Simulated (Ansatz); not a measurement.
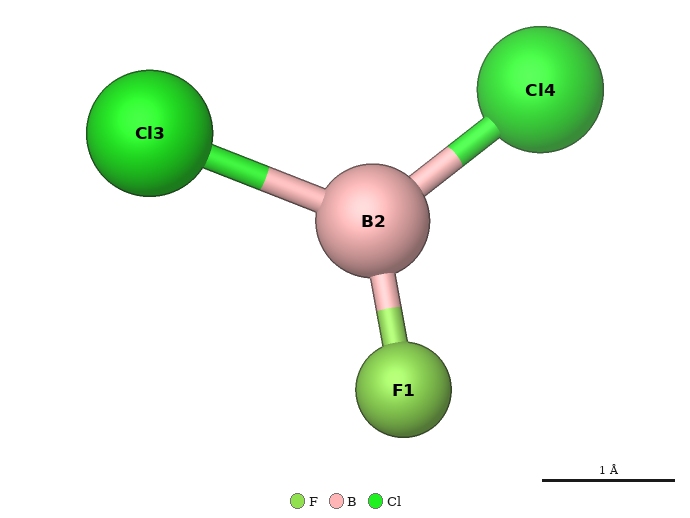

Source: calculation with Ansatz.

Orthographic view. Distant atoms are faded towards the background colour. Geometry: atoms displaced at random (about 0.06 Å) from a stationary point of PBE0-D4.

Give the geometry as a Z-matrix, atoms in numerical order, with these reference atoms: 2 to 1; 3 to 2, 1; 4 to 2, 1, 3.

```
F  
B    1   1.317
Cl   2   1.840   1   120.2
Cl   2   1.672   1   118.5   3   179.6
```
